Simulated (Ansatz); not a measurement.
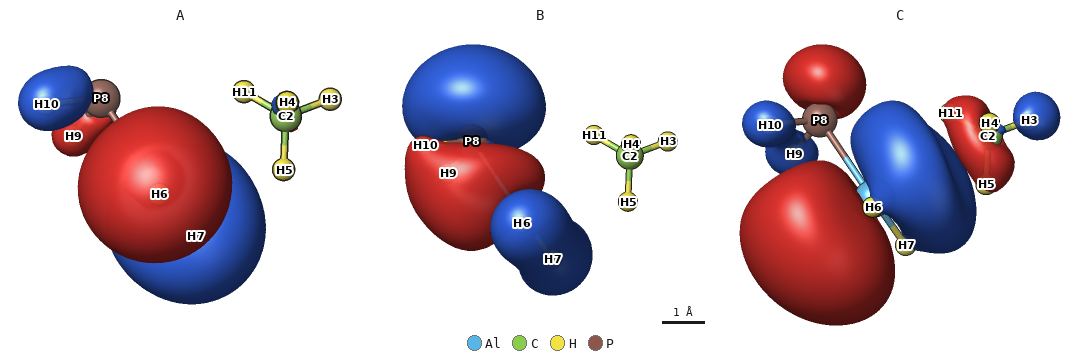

*AlH4P···CH4. Three frontier orbitals at ±0.06 Å⁻³ᐟ² (red and blue are the two phases), in no order.*

These are results of Ansatz, RKS PBE0-D4/6-31G*, not measurements.

The calculation's input:

```
crystal:
  periodic: [false, false, false]
  atoms:
    - { symbol: Al, position_ang: [0.010542, -0.680979, -0.287458] }
    - { symbol: C, position_ang: [-0.082668, 0.01968, 2.800441] }
    - { symbol: H, position_ang: [-0.926204, 0.326377, 3.42394] }
    - { symbol: H, position_ang: [0.829891, -0.034153, 3.398624] }
    - { symbol: H, position_ang: [0.059936, 0.76527, 2.006572] }
    - { symbol: H, position_ang: [1.449838, -0.003552, -0.319088] }
    - { symbol: H, position_ang: [-1.267309, 0.13787, -0.758589] }
    - { symbol: P, position_ang: [-0.281589, -2.815528, 0.502194] }
    - { symbol: H, position_ang: [-0.97008, -3.335775, -0.629521] }
    - { symbol: H, position_ang: [0.993789, -3.309907, 0.112038] }
    - { symbol: H, position_ang: [-0.297348, -0.981803, 2.386048] }
basis:
  gaussian: { orbitals: "6-31G*" }
hamiltonian:
  xc: pbe0
  dispersion: d4
relax:
  f_tol: 0.03
  max_steps: 50
output:
  orbitals: {}
```

Run with:

```sh
ansatz run input.yaml --threads 1 --pin off --max-ram 2048MiB --backend cpu --events-out ev --progress --plain --runs-dir out
```

The fields are those of the run's last geometry, not of the input's.

### Order the three orbitals by energy and name them.

A is the HOMO−1 (−8.49 eV). It lies mainly on Al1 (about 35 %), H7 (about 30 %) and H6 (about 30 %). B is the HOMO (−6.98 eV). Its weight (Hirshfeld) is mainly on P8 (about 70 %) and Al1 (about 15 %); largely a lone pair of P8. C is the LUMO (−1.04 eV). By Hirshfeld shares it lies mainly on Al1 (about 65 %) and P8 (about 10 %).

### What is the HOMO–LUMO gap?

5.94 eV between the orbital energies.
